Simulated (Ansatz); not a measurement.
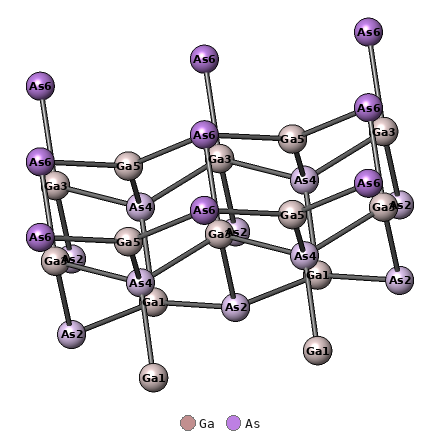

The system is CO on a GaAs(110) slab cut from the F-43m phase, its upper half relaxed before the scan (6 atoms of substrate and one adsorbate in a 1 × 1 cell); the picture shows it without the atoms that are moved over the map. 
- CO (O end down) is moved over the surface cell at a fixed height above a rigid substrate; the origin of the map has the adsorbate above As6; the height is held at 2.90 Å.
- Places are given modulo a cell vector. The map is drawn in real space over the plane of the surface.
- The scan uses a 6 × 6 grid; 24 points were computed and 12 follow by symmetry.
- Energies: meV, counted from the lowest grid point.
- With one adsorbate in each 1 × 1 cell, its nearest image is 4.0 Å away, so neighbouring adsorbates interact. At a fixed height the lowest place need not be the adsorption site.
- These are results of DFT PBE+D3(BJ), scalar-relativistic, plane waves, PAW (Ansatz), not measurements. Settings: cutoff 420 eV, k-mesh 7×5×1, gaussian smearing 0.05 eV, no spin polarisation.

Range: position of O7 along the first surface vector from 0.000 to 0.833; position of O7 along the second surface vector from 0.000 to 0.833.

### Predict the map.

The lowest grid point is at a fourfold hollow, (3/6, 3/6) of the cell vectors. It is the only kind of minimum in the scanned range. The highest grid point, the top site over a surface As atom, (0/6, 0/6) of the cell vectors, lies 190 meV above the lowest. On the interpolated surface the easiest way out of the lowest well to its copy in the next cell or period passes a barrier of about 7.3 meV, counted from the interpolated bottom of the well.

```csv
"second ↓, first →",0/6,1/6,2/6,3/6,4/6,5/6
5/6,127,96,44,22,44,96
4/6,35,27,14,8,14,27
3/6,7,5,2,0,2,5
2/6,21,16,6,1,6,16
1/6,99,76,35,16,35,76
0/6,190,143,64,31,64,143
```

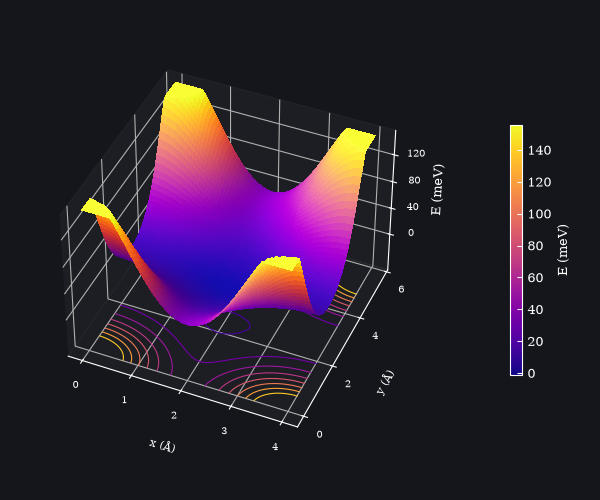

In the figure: a relief with its contours projected below, any walls above the top of the colour scale cut off. Between grid points the surface is interpolated.

Each point was launched as `ansatz run input.yaml --threads 2 --pin off --max-ram 6144MiB --backend cpu --events-out ev --progress --plain --runs-dir out`. The whole map (24 points run) took 8.2 min on 2 threads of Intel(R) Xeon(R) Platinum 8488C (Sapphire Rapids), on a shared host.

PAW datasets: the set soft_1.
